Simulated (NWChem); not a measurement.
# AlH2O2 (SMILES [OH][Al][OH]): UTPSSh/6-311+G(d,p)

Aim: the vertical ionisation energy of AlH2O2 at UTPSSh/6-311+G**, from 2 runs. 

The results are computed with NWChem 7.3.0.

11 further runs of the same task are left out: 11 set aside as unsound or not needed.

## (1) Starting point

AlH2O2: 5 atoms, total charge 0, spin state doublet. SMILES: `[OH][Al][OH]`. The coordinates come from a PBE0-D4/def2-TZVP relaxation. This is one conformer, not always the lowest.

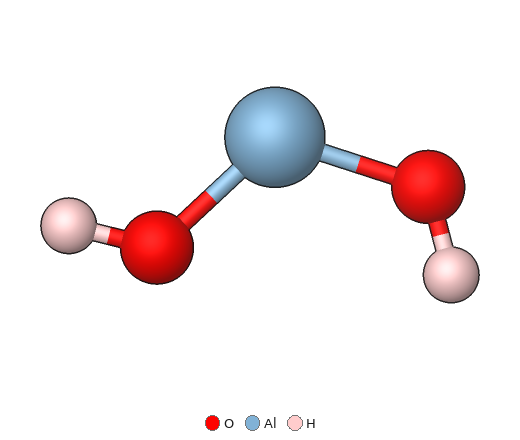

The structure, seen from a chosen angle (oxygen red, aluminium light blue, hydrogen pink).

## (2) A single-point energy at UTPSSh/6-311+G(d,p)

Input file a.nw:

```
start a
memory stack 880 mb heap 220 mb global 1100 mb

geometry noautosym nocenter noautoz
  O    -1.573500   -0.324600   -0.237500
  Al    0.018500   -0.825100    0.065000
  O     1.249400    0.348300    0.160000
  H    -1.809700    0.595800   -0.359200
  H     2.165100    0.131800    0.330400
end

basis spherical bse
  O library 6-311+G**
  Al library 6-311+G**
  H library 6-311+G**
end

dft
  xc xctpssh
  mult 2
  grid fine
  convergence energy 0.01
  iterations 100
  mulliken
  print low
end

task dft energy
```

Started as:

```console
$ nwchem a.nw > a.out
```

What it wrote:

```text
[...]
 d= 0,ls=0.0,diis     1   -394.0726433767 -4.88D+02  1.24D-02  3.13D-01     1.0
[...]
 d= 0,ls=0.0,diis     9   -394.2072964358 -9.81D-07  4.68D-06  5.27D-07     7.0
[...]
         Total DFT energy =     -394.207296435801
      One electron energy =     -732.476904965445
           Coulomb energy =      281.361807641975
    Exchange-Corr. energy =      -36.694576489452
 Nuclear repulsion energy =       93.602377377121
[...]
      Total Density - Mulliken Population Analysis
     ---------------------------------------------
    Atom       Charge   Shell Charges
 -----------   ------   -------------------------------------------------------
    1 O    8     8.52   1.08  0.91  0.97  0.99  2.06  0.84  1.69 -0.13  0.09  0.01
    2 Al  13    12.53   0.79  1.18  0.98  1.01  0.69  0.56  2.13  3.78  0.54  0.46  0.04 -0.04  0.16  0.25
    3 O    8     8.47   1.08  0.91  0.97  0.99  2.06  0.84  1.68 -0.22  0.15  0.01
    4 H    1     0.72   0.27  0.34  0.04  0.07
    5 H    1     0.76   0.27  0.34  0.08  0.07
[...]
      <S2> =      0.7515 (Exact =     0.7500)
[...]
```

It took 7.5 s on 1 thread of AMD EPYC 9R45 (Zen 5), shared host; peak memory 0.12 GiB.

## (3) The singlet cation

Input file test.nw:

```
echo
start test
memory total 2200 mb
charge 1

geometry units angstrom noautosym nocenter noautoz
O       -1.573500      -0.324600      -0.237500
Al       0.018500      -0.825100       0.065000
O        1.249400       0.348300       0.160000
H       -1.809700       0.595800      -0.359200
H        2.165100       0.131800       0.330400
end

basis spherical bse
* library 6-311+G**
end

dft
xc xctpssh
mult 1
grid fine
convergence energy 0.01
iterations 100
mulliken
noprint "final vectors analysis"
end

task dft energy
```

Started as:

```console
$ nwchem test.nw > test.out
```

What it wrote:

```text
[...]
          Wavefunction type:  closed shell.
          No. of atoms     :     5
          No. of electrons :    30
[...]
          Charge           :     1
          Spin multiplicity:     1
[...]
          AO basis - number of functions:    86
[...]
              XC Information
              --------------
                  TPSS hybrid Method XC Functional
                     Hartree-Fock (Exact) Exchange  0.100
                  TPSS metaGGA Exchange Functional  0.900
             TPSS03 metaGGA Correlation Functional  1.000
[...]
 d= 0,ls=0.0,diis     1   -393.5626213671 -4.87D+02  4.54D-02  4.02D+00     0.7
[...]
 d= 0,ls=0.5,diis    37   -393.8964833430 -4.79D-07  7.88D-06  1.20D-06    18.1
[...]
         Total DFT energy =     -393.896483616140
      One electron energy =     -724.285647524084
           Coulomb energy =      273.201616643920
    Exchange-Corr. energy =      -36.414830113097
 Nuclear repulsion energy =       93.602377377121
[...]
      Total Density - Mulliken Population Analysis
     ---------------------------------------------
    Atom       Charge   Shell Charges
 -----------   ------   -------------------------------------------------------
    1 O    8     8.47   1.08  0.91  0.97  0.99  2.06  0.83  1.66 -0.12  0.07  0.01
    2 Al  13    11.84   0.79  1.18  0.97  1.02  0.65  0.10  2.13  3.78  0.52  0.33  0.02 -0.05  0.14  0.26
    3 O    8     8.34   1.08  0.91  0.96  1.01  2.04  0.84  1.60 -0.20  0.09  0.01
    4 H    1     0.66   0.26  0.30  0.03  0.07
    5 H    1     0.70   0.26  0.32  0.05  0.07
[...]
```

It took 19 s on 1 thread of AMD EPYC 9R45 (Zen 5), shared host; peak memory 0.11 GiB.

## (4) Results

At UTPSSh/6-311+G**:

| quantity | value |
| --- | --- |
| doublet AlH2O2: total energy | -394.20730 Eh |
| doublet AlH2O2: ⟨S²⟩ | 0.751 |
| singlet cation: total energy | -393.89648 Eh |
| vertical ionisation energy (to the singlet cation) | 8.458 eV |

In words: Removing an electron at fixed nuclei costs 8.46 eV (195 kcal/mol). Only the singlet of the ionised species was computed; a triplet could lie lower.
